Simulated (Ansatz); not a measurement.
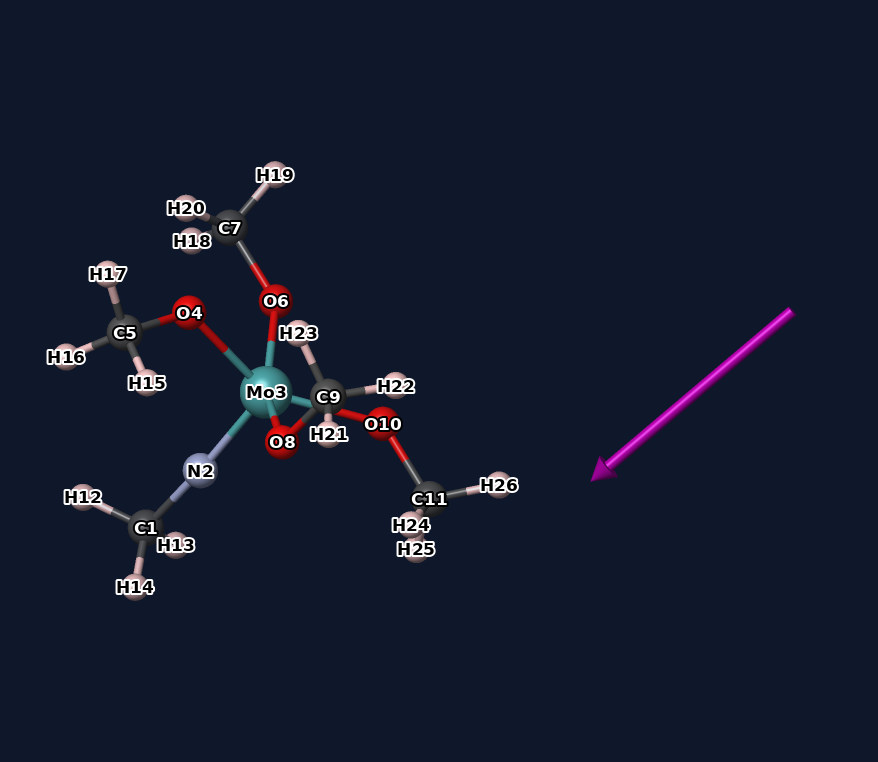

The arrow beside the molecule shows the direction of the dipole moment, from the negative to the positive end (its length means nothing). The species is neutral and a spin singlet. Computed geometry: PBE0-D4/def2-TZVP optimisation. No frequency run is at hand to confirm it as a minimum. Method: RKS r2SCAN-D4/def2-TZVPP, core potentials on Mo (Ansatz 0.2.0).

Q: How large is the dipole moment?

A: 1.67 D; it points from the side of H19, H22 to the side of H14 (the outermost atoms at the two ends).
